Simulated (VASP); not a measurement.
# MoS2: accuracy against cost in the SCF threshold and SCF solver

How sensitive are energy, pressure and forces of MoS2 to the SCF threshold and SCF solver? The series runs use PBE. The SCF threshold tried: EDIFF = 0.01; EDIFF = 0.001; EDIFF = 1E-04; EDIFF = 1E-05; EDIFF = 1E-06; EDIFF = 1E-08. The SCF solver tried: ALGO = Normal; ALGO = Fast; ALGO = VeryFast; ALGO = All; ALGO = Damped; AMIX = 0.1, BMIX = 0.01; AMIX = 0.8; IMIX = 1, AMIX = 0.2. The start is a cell from a database of measured crystal structures.

Program: VASP 6.6.1. Level of theory: PBE; plane waves and PAW (Mo_sv, S). Results are calculated unless marked as measured.

## 1. The starting structure

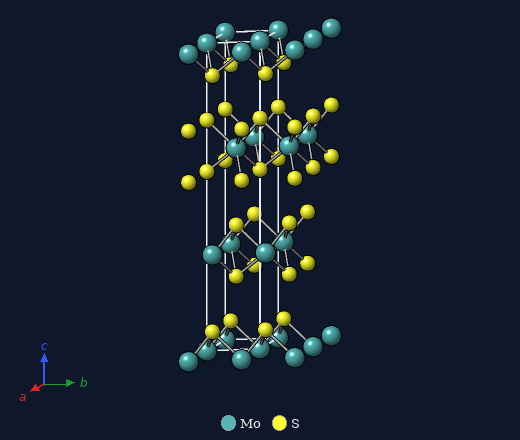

Start, viewed slightly off an axis; molybdenum teal, sulfur yellow. 2×2×1 cells are drawn. This picture shows the conventional cell, with its axes. Bonds to atoms that aren't drawn are left out. Some periodic images of atoms are drawn too.

As a file:

```xyz
3
Lattice="1.5800 2.7366 0.0000 -1.5800 2.7366 0.0000 0.0000 -1.8244 6.1500" Properties=species:S:1:pos:R:3 pbc="T T T"
Mo    0.0000    0.0000    0.0000
S     0.0000    0.0000    4.6125
S     0.0000    1.8244    1.5436
```

## 2. SCF threshold: EDIFF = 0.01

EDIFF stops the electronic loop; forces need it tighter than energies do. PBE, the usual starting point, adds the gradient of the density.

Contents of INCAR:

```
SYSTEM = MoS2
PREC = Accurate
ENCUT = 400
EDIFF = 0.01
NELM = 100
ISMEAR = -1
SIGMA = 0.05
LREAL = .FALSE.
ALGO = Normal
GGA = PE
NBANDS = 19
LASPH = .TRUE.
LORBIT = 11
LWAVE = .FALSE.
LCHARG = .FALSE.
KPAR = 4
ISIF = 2
```

Contents of POSCAR:

```
MoS2
1.0
    1.5800000000      2.7366402759      0.0000000000
   -1.5800000000      2.7366402759      0.0000000000
    0.0000000000     -1.8244268506      6.1500000000
Mo S
1 2
Direct
    0.0000000000      0.0000000000      0.0000000000
    0.2500000000      0.2500000000      0.7500000000
    0.4170000000      0.4170000000      0.2510000000
```

Contents of KPOINTS:

```
Automatic mesh
0
Gamma
8 8 8
0 0 0
```

PAW data sets: Mo_sv and S (PBE family, release 64).

The run is started by

```sh
$ mpirun -np 4 vasp_std
```

Output:

```text
[banner, memory and clock lines left out]
running    4 mpi-ranks, on    1 nodes
 distrk:  each k-point on    1 cores,    4 groups
 distr:  one band on    1 cores,    1 groups

 POSCAR found type information on POSCAR MoS
 POSCAR found :  2 types and       3 ions
 LDA part: xc-table for (Slater+PW92), standard interpolation
 POSCAR, INCAR and KPOINTS ok, starting setup
 FFT: planning ... GRIDC
 FFT: planning ... GRID_SOFT
 FFT: planning ... GRID
 WAVECAR not read
 entering main loop
       N       E                     dE             d eps       ncg     rms          rms(c)
DAV:   1     0.153180433473E+03    0.15318E+03   -0.11815E+04  2534   0.106E+03
DAV:   2    -0.173569439509E+02   -0.17054E+03   -0.16642E+03  3129   0.294E+02
DAV:   3    -0.231617734010E+02   -0.58048E+01   -0.57588E+01  2994   0.510E+01
DAV:   4    -0.232256773735E+02   -0.63904E-01   -0.63875E-01  3109   0.569E+00
DAV:   5    -0.232264972134E+02   -0.81984E-03   -0.81972E-03  2459   0.642E-01    0.252E+01
DAV:   6    -0.221392954290E+02    0.10872E+01   -0.10522E+01  2624   0.204E+01    0.922E+00
DAV:   7    -0.218832548420E+02    0.25604E+00   -0.37239E+00  2551   0.116E+01    0.603E+00
DAV:   8    -0.217857504262E+02    0.97504E-01   -0.51415E-01  2765   0.459E+00    0.184E+00
DAV:   9    -0.217872942927E+02   -0.15439E-02   -0.22499E-02  2608   0.950E-01
   1 F= -.21787294E+02 E0= -.21787294E+02  d E =-.944241E-06
```

It took 6 s on 4 MPI ranks of AMD EPYC 9R45, shared host; peak memory 0.6 GiB; 20 s of CPU time.

Lines that name or quote the potential files are left out of all logs, and their timing lines are given in words.

OUTCAR, selected parts (step 2):

```text
ion  position               nearest neighbor table
   1  0.000  0.000  0.000-   2 2.39   2 2.39   2 2.39   3 2.39   3 2.39   3 2.39
   2  0.250  0.250  0.750-   1 2.39   1 2.39   1 2.39
   3  0.417  0.417  0.251-   1 2.39   1 2.39   1 2.39

  LATTYP: Found a trigonal (rhomboedric) cell.
 ALAT       =     6.4149071181
 COS(alpha) =     0.8786713335

 Subroutine GETGRP returns: Found  6 space group operations
 (whereof  6 operations were pure point group operations)

The static configuration has the point symmetry C_3v.

 Found     65 irreducible k-points:

   k-points           NKPTS =     65   k-points in BZ     NKDIM =     65   number of bands    NBANDS=     19

   dimension x,y,z NGX =    24 NGY =   24 NGZ =   42
   dimension x,y,z NGXF=    48 NGYF=   48 NGZF=   84

   ENCUT  =  400.0 eV  29.40 Ry    5.42 a.u.   5.15  5.15 10.46*2*pi/ulx,y,z

   NELECT =      26.0000    total number of electrons

 k-points in reciprocal lattice and weights: Automatic mesh
   0.00000000  0.00000000  0.00000000       0.002
   0.12500000 -0.00000000  0.00000000       0.012
   0.25000000 -0.00000000  0.00000000       0.012
   0.37500000 -0.00000000  0.00000000       0.012
   0.50000000 -0.00000000  0.00000000       0.006
   0.12500000  0.12500000  0.00000000       0.012
   0.25000000  0.12500000  0.00000000       0.023
   0.37500000  0.12500000  0.00000000       0.023
   0.50000000  0.12500000  0.00000000       0.023
[...]
0.25000000  0.12500000  0.37500000       0.012
   0.00000000  0.00000000  0.50000000       0.002

 average (electrostatic) potential at core
       1 -74.7164       2 -84.3708       3 -84.3739

 E-fermi :   8.0719

 k-point     1 :       0.0000    0.0000    0.0000
  band No.  band energies     occupation
    ...
      9       4.1702      2.00000
     10       5.3026      2.00000
     11       5.3026      2.00000
     12       6.3879      2.00000
     13       6.4615      2.00000
     14       9.6674      0.00000
     15       9.6674      0.00000
     16      10.0889      0.00000
     17      10.0889      0.00000
     18      13.1663      0.00000
    ...

 k-point     2 :       0.1250   -0.0000    0.0000
  band No.  band energies     occupation
    ...
      9       4.4202      2.00000
     10       4.5757      2.00000
     11       4.9498      2.00000
     12       6.3587      2.00000
     13       6.6258      2.00000
     14       9.4103      0.00000
     15       9.6265      0.00000
     16       9.8331      0.00000
     17      10.0561      0.00000
     18      14.1773      0.00000
    ...

 k-point     3 :       0.2500   -0.0000    0.0000
  band No.  band energies     occupation
    ...
      9       3.4645      2.00000
     10       4.2862      2.00000
     11       5.0567      2.00000
     12       5.9694      2.00000
     13       6.1021      2.00000
     14       8.8733      0.00000
     15       9.4078      0.00000
     16      10.2413      0.00000
     17      10.6775      0.00000
     18      15.0516      0.00000
    ...

  Total        1.9977073      1.9977073      3.0320849      0.0000000      0.0000000     -0.0000000
  in kB       60.1814336     60.1814335     91.3423186      0.0000000      0.0000000     -0.0000000
  external PRESSURE =      70.5683952 kB  Pullay stress =       0.0000000 kB

  energy-cutoff  :      400.00
  volume of cell :       53.18
      direct lattice vectors                 reciprocal lattice vectors
     1.580000000  2.736640276  0.000000000     0.316455696  0.182705781  0.054200542
    -1.580000000  2.736640276  0.000000000    -0.316455696  0.182705781  0.054200542
     0.000000000 -1.824426851  6.150000000     0.000000000  0.000000000  0.162601626

 POSITION                                       TOTAL-FORCE (eV/Angst)
 -----------------------------------------------------------------------------------
      0.00000      0.00000      0.00000         0.000000      0.000000      0.086224
      0.00000      0.00000      4.61250         0.000000     -0.000000     -0.481476
      0.00000      1.82443      1.54365         0.000000      0.000000      0.395251
 -----------------------------------------------------------------------------------
    total drift:                               -0.000000      0.000004     -0.001839

  FREE ENERGIE OF THE ION-ELECTRON SYSTEM (eV)
  ---------------------------------------------------
  free  energy   TOTEN  =       -21.7872942927 eV

  energy  without entropy=      -21.7872933485  energy(sigma->0) =      -21.78729382

 total charge
# of ion       s       p       d       tot
------------------------------------------
    1        2.298   6.230   4.007  12.535
    2        1.364   2.344   0.000   3.708
    3        1.365   2.341   0.000   3.706
--------------------------------------------------
tot          5.027  10.916   4.007  19.949

[... 3 further parts left out ...]
```

This run has no spin polarisation, although Mo can carry a moment. The gap is read on the k-mesh alone, so it is an upper bound where the band edges lie off the mesh. Spin-orbit coupling is off here; it would split degenerate levels.

This step gave:

```yaml
scf_cycles: 9
electrons: 26
bands: 19
irreducible_k_points: 65
symmetry_operations: 6
free_energy_toten: -21.79 eV
fermi_energy: 8.072 eV
pressure: 7.057 GPa
metallic: no
valence_top_at_k: 0, 0, 0.5
conduction_bottom_at_k: -0.25, 0.125, 0
least_direct_gap_at_k: -0.375, 0.375, 0
gap_on_the_k_mesh: 1.042 eV
least_direct_gap_on_the_k_mesh: 2.018 eV
```

The series starts at -7.2624 eV an atom and 7.06 GPa, after 9 cycles in 6 s.

## 3. SCF threshold: EDIFF = 0.001

INCAR: that of step 2 with these lines changed.

```diff
@@ -3,3 +3,3 @@
 ENCUT = 400
-EDIFF = 0.01
+EDIFF = 0.001
 NELM = 100
```

POSCAR is that of step 2.

KPOINTS is that of step 2.

The run is started by

```sh
$ mpirun -np 4 vasp_std
```

Output:

```text
[... set-up lines as in an earlier step ...]
 entering main loop
       N       E                     dE             d eps       ncg     rms          rms(c)
[... 4 cycles as in an earlier step ...]
DAV:   5    -0.232265692886E+02   -0.89192E-03   -0.89186E-03  3011   0.642E-01    0.252E+01
DAV:   6    -0.221393779890E+02    0.10872E+01   -0.10530E+01  2624   0.204E+01    0.922E+00
DAV:   7    -0.218830085233E+02    0.25637E+00   -0.37219E+00  2551   0.116E+01    0.604E+00
DAV:   8    -0.217857595189E+02    0.97249E-01   -0.51409E-01  2765   0.459E+00    0.185E+00
DAV:   9    -0.217873386957E+02   -0.15792E-02   -0.22699E-02  3027   0.949E-01    0.645E-01
DAV:  10    -0.217860672828E+02    0.12714E-02   -0.10417E-02  2808   0.696E-01    0.140E-01
DAV:  11    -0.217860681012E+02   -0.81831E-06   -0.46117E-04  1472   0.161E-01
   1 F= -.21786068E+02 E0= -.21786068E+02  d E =-.957498E-06
```

Run time: 7.2 s. Hardware: 4 MPI ranks; peak memory 0.62 GiB.

Parts of OUTCAR (step 3):

```text
  Total        1.3174948      1.3174948      2.1804038      0.0000000      0.0000000     -0.0000000
  in kB       39.6898613     39.6898613     65.6852097      0.0000000      0.0000000     -0.0000000
  external PRESSURE =      48.3549774 kB  Pullay stress =       0.0000000 kB

 POSITION                                       TOTAL-FORCE (eV/Angst)
 -----------------------------------------------------------------------------------
      0.00000      0.00000      0.00000         0.000000      0.000000      0.086903
      0.00000      0.00000      4.61250         0.000000     -0.000000     -0.510867
      0.00000      1.82443      1.54365         0.000000      0.000000      0.423964
 -----------------------------------------------------------------------------------
    total drift:                               -0.000000      0.000004      0.000246

  FREE ENERGIE OF THE ION-ELECTRON SYSTEM (eV)
  ---------------------------------------------------
  free  energy   TOTEN  =       -21.7860681012 eV

  energy  without entropy=      -21.7860671437  energy(sigma->0) =      -21.78606762

[... 2 parts as in an earlier step ...]

[... 1 further part left out ...]
[key lines of the parts left out:]
E-fermi :   8.1024
```

Against the run before the energy moves by +0.41 meV an atom and the pressure by -2.22 GPa, after 11 cycles in 7.2 s.

## 4. SCF threshold: EDIFF = 1E-04

INCAR: that of step 3 with these lines changed.

```diff
@@ -3,3 +3,3 @@
 ENCUT = 400
-EDIFF = 0.001
+EDIFF = 1E-04
 NELM = 100
```

POSCAR is that of step 3.

KPOINTS is that of step 3.

The run is started by

```sh
$ mpirun -np 4 vasp_std
```

Output:

```text
[... set-up lines as in an earlier step ...]
 entering main loop
       N       E                     dE             d eps       ncg     rms          rms(c)
[... 9 cycles as in an earlier step ...]
DAV:  10    -0.217860672829E+02    0.12714E-02   -0.10417E-02  2811   0.696E-01    0.140E-01
DAV:  11    -0.217860710218E+02   -0.37389E-05   -0.49039E-04  2788   0.161E-01
   1 F= -.21786071E+02 E0= -.21786071E+02  d E =-.957506E-06
```

Elapsed: 7.2 s, on 4 MPI ranks; peak memory 0.62 GiB; 24 s of CPU time.

From OUTCAR (step 4):

```text
  Total        1.3199872      1.3199872      2.1856733      0.0000000      0.0000000      0.0000000
  in kB       39.7649459     39.7649459     65.8439552      0.0000000      0.0000000      0.0000000
  external PRESSURE =      48.4579490 kB  Pullay stress =       0.0000000 kB

 POSITION                                       TOTAL-FORCE (eV/Angst)
 -----------------------------------------------------------------------------------
      0.00000      0.00000      0.00000         0.000000     -0.000000      0.086703
      0.00000      0.00000      4.61250         0.000000      0.000000     -0.512281
      0.00000      1.82443      1.54365         0.000000      0.000000      0.425577
 -----------------------------------------------------------------------------------
    total drift:                                0.000000      0.000004      0.000173

  FREE ENERGIE OF THE ION-ELECTRON SYSTEM (eV)
  ---------------------------------------------------
  free  energy   TOTEN  =       -21.7860710218 eV

  energy  without entropy=      -21.7860700643  energy(sigma->0) =      -21.78607054

[... 2 parts as in an earlier step ...]

[... 1 further part left out ...]
[key lines of the parts left out:]
E-fermi :   8.1025
```

Against the run before the energy stays within 0.01 meV an atom; the pressure moves by +0.01 GPa, after 11 cycles in 7.2 s.

## 5. SCF threshold: EDIFF = 1E-05

INCAR: that of step 4 with these lines changed.

```diff
@@ -3,3 +3,3 @@
 ENCUT = 400
-EDIFF = 1E-04
+EDIFF = 1E-05
 NELM = 100
```

POSCAR is that of step 4.

KPOINTS is that of step 4.

The run is started by

```sh
$ mpirun -np 4 vasp_std
```

Output:

```text
[... set-up lines as in an earlier step ...]
 entering main loop
       N       E                     dE             d eps       ncg     rms          rms(c)
[... 10 cycles as in an earlier step ...]
DAV:  11    -0.217860710218E+02   -0.37389E-05   -0.49039E-04  2800   0.161E-01    0.451E-02
DAV:  12    -0.217860528391E+02    0.18183E-04   -0.11471E-04  2831   0.706E-02    0.312E-02
DAV:  13    -0.217860721555E+02   -0.19316E-04   -0.29840E-05  2666   0.330E-02    0.888E-03
DAV:  14    -0.217860724411E+02   -0.28561E-06   -0.19046E-06  1697   0.887E-03
   1 F= -.21786072E+02 E0= -.21786072E+02  d E =-.940515E-06
```

Wall time 9 s (4 MPI ranks); peak memory 0.62 GiB.

Parts of OUTCAR (step 5):

```text
  Total        1.3789108      1.3789108      2.1554183      0.0000000      0.0000000      0.0000000
  in kB       41.5400347     41.5400347     64.9325176      0.0000000      0.0000000      0.0000000
  external PRESSURE =      49.3375290 kB  Pullay stress =       0.0000000 kB

 POSITION                                       TOTAL-FORCE (eV/Angst)
 -----------------------------------------------------------------------------------
      0.00000      0.00000      0.00000         0.000000     -0.000000      0.086650
      0.00000      0.00000      4.61250         0.000000      0.000000     -0.509850
      0.00000      1.82443      1.54365         0.000000     -0.000000      0.423200
 -----------------------------------------------------------------------------------
    total drift:                                0.000000      0.000004      0.000140

  FREE ENERGIE OF THE ION-ELECTRON SYSTEM (eV)
  ---------------------------------------------------
  free  energy   TOTEN  =       -21.7860724411 eV

  energy  without entropy=      -21.7860715006  energy(sigma->0) =      -21.78607197

[... 2 parts as in an earlier step ...]

[... 1 further part left out ...]
[key lines of the parts left out:]
E-fermi :   8.1034
```

Against the run before the energy stays within 0.01 meV an atom; the pressure moves by +0.09 GPa, after 14 cycles in 9 s.

## 6. SCF threshold: EDIFF = 1E-06

INCAR: that of step 5 with these lines changed.

```diff
@@ -3,3 +3,3 @@
 ENCUT = 400
-EDIFF = 1E-05
+EDIFF = 1E-06
 NELM = 100
```

POSCAR is that of step 5.

KPOINTS is that of step 5.

The run is started by

```sh
$ mpirun -np 4 vasp_std
```

Output:

```text
[... set-up lines as in an earlier step ...]
 entering main loop
       N       E                     dE             d eps       ncg     rms          rms(c)
[... 12 cycles as in an earlier step ...]
DAV:  13    -0.217860721567E+02   -0.19318E-04   -0.29851E-05  2674   0.330E-02    0.889E-03
DAV:  14    -0.217860724547E+02   -0.29800E-06   -0.20416E-06  2550   0.882E-03
   1 F= -.21786072E+02 E0= -.21786072E+02  d E =-.940518E-06
```

Wall time 9.2 s (4 MPI ranks); peak memory 0.62 GiB.

From OUTCAR (step 6):

```text
  Total        1.3791131      1.3791131      2.1555952     -0.0000000      0.0000000      0.0000000
  in kB       41.5461284     41.5461284     64.9378472     -0.0000000      0.0000000      0.0000000
  external PRESSURE =      49.3433680 kB  Pullay stress =       0.0000000 kB

 POSITION                                       TOTAL-FORCE (eV/Angst)
 -----------------------------------------------------------------------------------
      0.00000      0.00000      0.00000         0.000000      0.000000      0.086620
      0.00000      0.00000      4.61250         0.000000      0.000000     -0.509860
      0.00000      1.82443      1.54365         0.000000     -0.000000      0.423240
 -----------------------------------------------------------------------------------
    total drift:                                0.000000      0.000004      0.000114

  FREE ENERGIE OF THE ION-ELECTRON SYSTEM (eV)
  ---------------------------------------------------
  free  energy   TOTEN  =       -21.7860724547 eV

  energy  without entropy=      -21.7860715142  energy(sigma->0) =      -21.78607198

[... 2 parts as in an earlier step ...]

[... 1 further part left out ...]
[key lines of the parts left out:]
E-fermi :   8.1034
```

Against the run before the energy stays within 0.01 meV an atom and the pressure within 0.01 GPa, after 14 cycles in 9.2 s.

## 7. SCF threshold: EDIFF = 1E-08

INCAR: that of step 6 with these lines changed.

```diff
@@ -3,3 +3,3 @@
 ENCUT = 400
-EDIFF = 1E-06
+EDIFF = 1E-08
 NELM = 100
```

POSCAR is that of step 6.

KPOINTS is that of step 6.

The run is started by

```sh
$ mpirun -np 4 vasp_std
```

Output:

```text
[... set-up lines as in an earlier step ...]
 entering main loop
       N       E                     dE             d eps       ncg     rms          rms(c)
[... 13 cycles as in an earlier step ...]
DAV:  14    -0.217860724611E+02   -0.30441E-06   -0.21058E-06  3318   0.882E-03    0.214E-03
DAV:  15    -0.217860725023E+02   -0.41174E-07   -0.55095E-07  2767   0.444E-03    0.231E-03
DAV:  16    -0.217860725162E+02   -0.13926E-07   -0.14183E-07  3032   0.252E-03    0.125E-03
DAV:  17    -0.217860725357E+02   -0.19532E-07   -0.99024E-09  2259   0.780E-04    0.159E-04
DAV:  18    -0.217860725346E+02    0.11237E-08   -0.64090E-10  1658   0.172E-04
   1 F= -.21786073E+02 E0= -.21786072E+02  d E =-.940441E-06
```

Elapsed: 11 s, on 4 MPI ranks; peak memory 0.63 GiB.

From OUTCAR (step 7):

```text
  Total        1.3777895      1.3777895      2.1563722      0.0000000      0.0000000      0.0000000
  in kB       41.5062541     41.5062541     64.9612535      0.0000000      0.0000000      0.0000000
  external PRESSURE =      49.3245872 kB  Pullay stress =       0.0000000 kB

 POSITION                                       TOTAL-FORCE (eV/Angst)
 -----------------------------------------------------------------------------------
      0.00000      0.00000      0.00000         0.000000      0.000000      0.086621
      0.00000      0.00000      4.61250         0.000000     -0.000000     -0.510130
      0.00000      1.82443      1.54365         0.000000     -0.000000      0.423509
 -----------------------------------------------------------------------------------
    total drift:                                0.000000      0.000004      0.000093

  FREE ENERGIE OF THE ION-ELECTRON SYSTEM (eV)
  ---------------------------------------------------
  free  energy   TOTEN  =       -21.7860725346 eV

  energy  without entropy=      -21.7860715941  energy(sigma->0) =      -21.78607206

[... 2 parts as in an earlier step ...]

[... 1 further part left out ...]
[key lines of the parts left out:]
E-fermi :   8.1036
```

Against the run before the energy stays within 0.01 meV an atom and the pressure within 0.01 GPa, after 18 cycles in 11 s.

(Continued in part 2 of 3.)

[Lines on the potential files, build, host, timing and source positions are cut from VASP's logs without a mark.]

[Logs are printed without paths, hosts, clocks, repeated set-up lines and the standing remarks that a program may print on its own settings, such as how far it seeks lower states.]

[Hosts, paths, dates, database ids (printed as entryN), source tags and the programs' standing remarks are cut or masked in the printed files.]

[A measured line is paired with the nearest computed mode of its activity, which favours agreement.]
